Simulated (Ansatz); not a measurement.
**ClHO2S (SMILES Cl.O=S=O): molecular dynamics**

Aim: follow the atoms for 60 steps of 0.5 fs with a Langevin thermostat, with velocities drawn for 300 K.

The runs use Ansatz 0.2.0, Gaussian basis; SPW92/def2-SVP.

### Step 1. The starting structure

The start, a pair relaxed at PBE0-D4: SMILES `Cl.O=S=O`, 5 atoms, charge 0, spin multiplicity 1.

Atoms are counted from 1 here; the program's logs count them from 0.

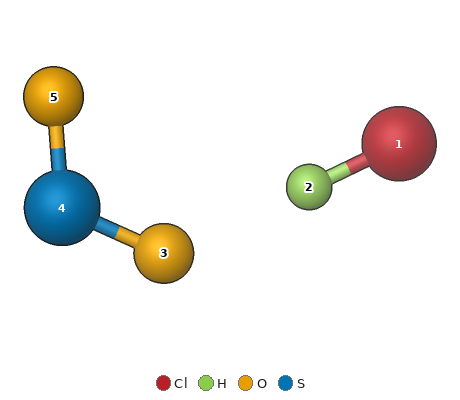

The starting geometry (chlorine red, hydrogen green, oxygen amber, sulfur blue); atoms are numbered from 1 in the order of the file.

Geometry (Å):

```xyz
5
ClHO2S
Cl    0.2623    0.0802   -2.6224
H    -0.1134   -0.2053   -1.4261
O    -0.6928   -0.6295    0.5041
S    -0.2460   -0.1144    1.7677
O     0.7898    0.8690    1.7768
```

### Step 2. Dynamics

Contents of md/in.yaml:

```yaml
crystal:
  periodic: [false, false, false]
  atoms:
    - {symbol: Cl, position_ang: [0.262349, 0.080209, -2.622404]}
    - {symbol: H, position_ang: [-0.113396, -0.205327, -1.426141]}
    - {symbol: O, position_ang: [-0.692794, -0.629544, 0.504112]}
    - {symbol: S, position_ang: [-0.246000, -0.114383, 1.767696]}
    - {symbol: O, position_ang: [0.789840, 0.869045, 1.776837]}
basis:
  gaussian: {orbitals: def2-SVP}
hamiltonian: {xc: lda}
md: {n_steps: 60, timestep: 0.5, temperature: 300, ensemble: nvt_langevin, seed: 766, friction: 0.01, initial_velocities: maxwell_boltzmann}
```

The run is started by

```console
$ ansatz run in.yaml --threads 4 --pin off --events-out ev --progress --plain --max-ram 9574MiB
```

Standard output (excerpt; [...] marks lines left out):

```text
Functional definition: SPW92
  name "SPW92"
  cite "Dirac, Proc. Camb. Phil. Soc. 26, 376 (1930) doi:10.1017/S0305004100016108"
  cite "Slater, Phys. Rev. 81, 385 (1951) doi:10.1103/PhysRev.81.385"
  cite "Perdew & Wang, Phys. Rev. B 45, 13244 (1992) doi:10.1103/PhysRevB.45.13244"
[...]
744 factors; their error is unknown
[...]
mean field -27349.72401316 eV, -1005.0838191748 hartree, gradient 2.4e-5 eV, S^2 0.000000; 0 other end points of the search recorded, 0 dependent functions left out
[...]
reference -27349.72403214 eV, -1005.0838198722 hartree; 25, 25 occupied and 44, 44 virtual orbitals, 744 factors
md step     0: t =     0.00 fs  T =   240.0 K  F+E_penalty+E_count = -27349.72401316 eV  E_kin = 0.155112 eV  (25 SCF iters)
[...]
md step    15: t =     7.50 fs  T =   268.9 K  F+E_penalty+E_count = -27349.80848781 eV  E_kin = 0.173786 eV  (26 SCF iters)
[...]
md step    30: t =    15.00 fs  T =   217.2 K  F+E_penalty+E_count = -27349.72285728 eV  E_kin = 0.140389 eV  (26 SCF iters)
[...]
md step    45: t =    22.50 fs  T =   416.2 K  F+E_penalty+E_count = -27349.82066690 eV  E_kin = 0.268970 eV  (25 SCF iters)
[...]
md step    59: t =    29.50 fs  T =   313.8 K  F+E_penalty+E_count = -27349.73835674 eV  E_kin = 0.202792 eV  (25 SCF iters)
[...]
md step    60: t =    30.00 fs  T =   308.0 K  F+E_penalty+E_count = -27349.73769350 eV  E_kin = 0.199061 eV  (26 SCF iters)
Total energy: -27349.73771207 eV, -1005.0843226006 hartree
Atom 0 at     0.239019     0.031428    -2.554254 Å, force    -0.087161     0.023717     0.761385 eV/Å
Atom 1 at    -0.005328    -0.026535    -1.230426 Å, force     0.060321    -0.051267    -0.833859 eV/Å
Atom 2 at    -0.593569    -0.531920     0.352765 Å, force    -0.746987    -0.844588    -2.768133 eV/Å
Atom 3 at    -0.237758    -0.137215     1.682220 Å, force    -0.474009    -0.672784     2.581456 eV/Å
Atom 4 at     0.653250     0.976414     1.841204 Å, force     1.247836     1.544921     0.259151 eV/Å
Dipole moment:    -0.196747    -0.171718     0.860607 e Å
```

Run time: 17 s. Hardware: 4 threads of Arm Neoverse V1, shared host.

### Step 3. Frames and traces

One row in 3 steps:

```
time (fs)  T (K)  potential (meV)  potential + kinetic (meV)  O3–S4 (Å)  S4–O5 (Å)  Cl1–H2 (Å)
     0.00    240              0.0                        0.0      1.436      1.428       1.286
     1.50    321            -49.6                        2.8      1.443      1.438       1.305
     3.00    356            -87.0                      -12.0      1.454      1.450       1.327
     4.50    327            -96.0                      -40.1      1.468      1.462       1.346
     6.00    317            -91.7                      -42.0      1.480      1.474       1.351
     7.50    269            -84.5                      -65.8      1.491      1.485       1.339
     9.00    269            -63.8                      -45.3      1.502      1.497       1.320
    10.50    220            -30.4                      -43.5      1.510      1.505       1.299
    12.00    204              3.4                      -20.0      1.518      1.509       1.286
    13.50    196             12.8                      -15.9      1.521      1.510       1.289
    15.00    217              1.2                      -13.6      1.521      1.507       1.305
    16.50    227            -13.3                      -21.6      1.519      1.502       1.326
    18.00    262            -35.9                      -21.4      1.514      1.493       1.333
    19.50    305            -65.5                      -23.4      1.506      1.481       1.330
    21.00    382            -91.4                        0.6      1.497      1.468       1.315
    22.50    416            -96.7                       17.2      1.486      1.455       1.298
    24.00    407            -88.4                       19.6      1.472      1.446       1.291
    25.50    389            -76.1                       20.3      1.458      1.439       1.300
    27.00    322            -53.9                       -1.0      1.446      1.434       1.320
    28.50    312            -25.7                       20.6      1.437      1.433       1.340
    30.00    308            -13.7                       30.3      1.432      1.435       1.347
```

Energies count from the start.

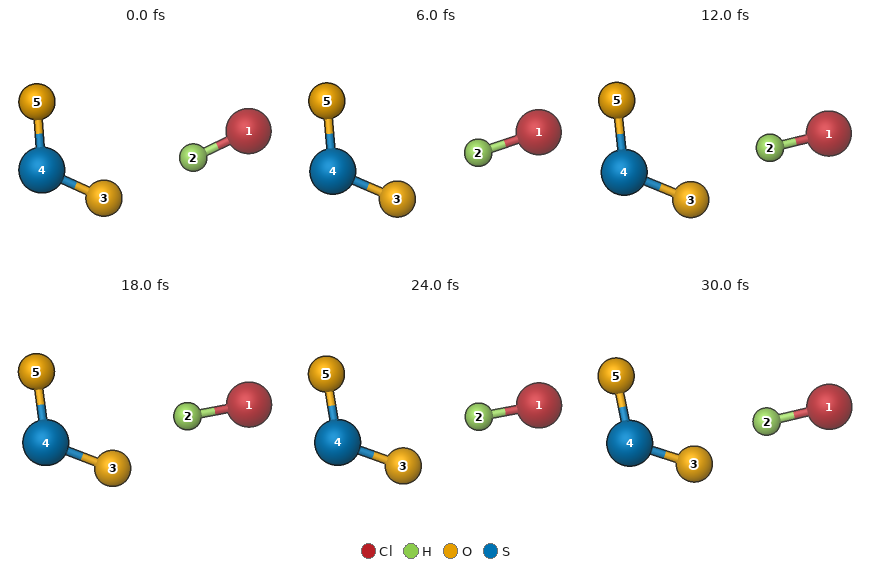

Six frames.

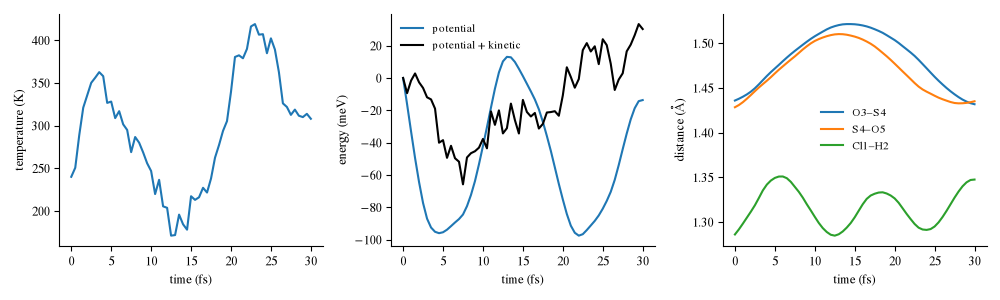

Temperature, energies and the distances followed.

Positions (Å) and forces (eV/Å) at 12.00 fs:

```xyz
5

Cl    0.254    0.060   -2.592    0.134    0.111   -0.688
H     0.123   -0.100   -1.323   -0.238   -0.150    0.792
O    -0.699   -0.637    0.392    0.769    0.742    1.738
S    -0.249   -0.140    1.754    0.883    0.945   -1.714
O     0.794    0.950    1.800   -1.548   -1.648   -0.127
```

Positions (Å) and forces (eV/Å) at 30.00 fs:

```xyz
5

Cl    0.239    0.031   -2.554   -0.087    0.024    0.761
H    -0.005   -0.027   -1.230    0.060   -0.051   -0.834
O    -0.594   -0.532    0.353   -0.747   -0.845   -2.768
S    -0.238   -0.137    1.682   -0.474   -0.673    2.581
O     0.653    0.976    1.841    1.248    1.545    0.259
```

### Step 4. Outcome

```
                                                 quantity              value
                                                   length  60 steps, 30.0 fs
                                 temperature at the start              240 K
                            mean temperature, second half              324 K
lowest and highest potential energy, from the first frame     -98 and 13 meV
                    largest change of potential + kinetic           65.8 meV
```

What this shows: The thermostat trades energy with the molecule, so the sum of potential and kinetic energy isn't conserved: it changes by +30 meV over the run. The temperature runs between 171 and 419 K. The molecule keeps its bonds. Under Langevin the temperature counts 3N degrees of freedom, more than the drawn velocities fill, so it starts at 240 K, not 300 K.
